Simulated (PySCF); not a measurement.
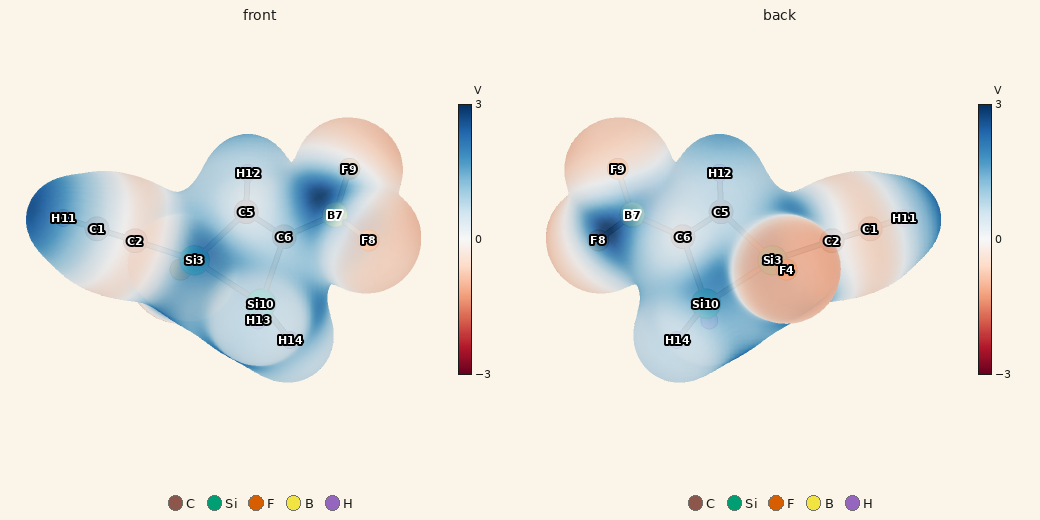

Figure 1: C4H4BF3Si2. The molecular electrostatic potential painted on the density surface at 0.004 e/bohr³, seen from the front and from behind; the colour scale runs from red (negative) to blue (positive).

Geometry: GFN2-xTB.

The calculation used PBE0/pcSseg-1, SCF density, gas phase, non-relativistic in PySCF 2.14.0.

Input

```
{"job": {"kind": "nmr", "xc": "PBE0", "basis": "pcSseg-1"}, "charge": 0, "multiplicity": 1}
C     -3.752570     0.340115     0.623223
C     -2.727914     0.034253     0.072883
Si    -1.129794    -0.469357    -0.711856
F     -1.537779    -0.776303    -2.256357
C      0.221045     0.877763    -0.594064
C      1.278964     0.252299    -0.028100
B      2.631842     0.895387     0.309060
F      3.577672     0.243890     0.973821
F      2.980413     2.129808    -0.020077
Si     0.710605    -1.557809     0.234844
H     -4.653298     0.618950     1.090933
H      0.227761     1.923042    -0.868481
H      0.669194    -1.975400     1.639611
H      1.503180    -2.537110    -0.517475
```

Run with:

```sh
OMP_NUM_THREADS=1 python probes_run.py task.json out
```

Describe the electrostatic potential map.

The most negative region (about −1.1 V) lies over F4, the most positive (about +2.7 V) over B7.

What dipole moment does the calculation give?

Its dipole moment is 2.30 D.
